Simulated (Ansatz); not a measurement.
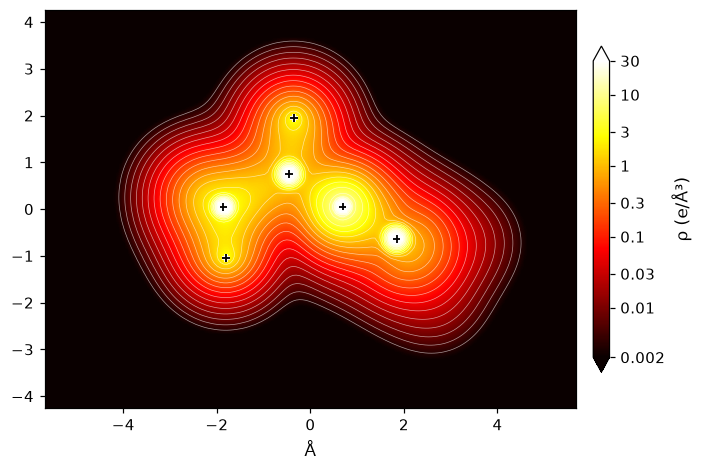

The electron density on a plane through atoms (crosses mark nuclei in the plane).

All numbers below come from isolated molecule in a Gaussian basis; Kohn-Sham density functional theory, functional PBE0 in Ansatz.

Candidates:
A. H3SSi2 (charge +1)
B. C2H8B2O
C. C2H4Al (doublet)

Q: Which candidate gave the map?

A: Candidate B: C2H8B2O on the plane of atoms O5, B4 and H10, which holds C, B, O and H. B–O (1.34 Å): ρ at the midpoint is about 2.1 e/Å³. C–B (1.57 Å): ρ is about 1.4 e/Å³ halfway.
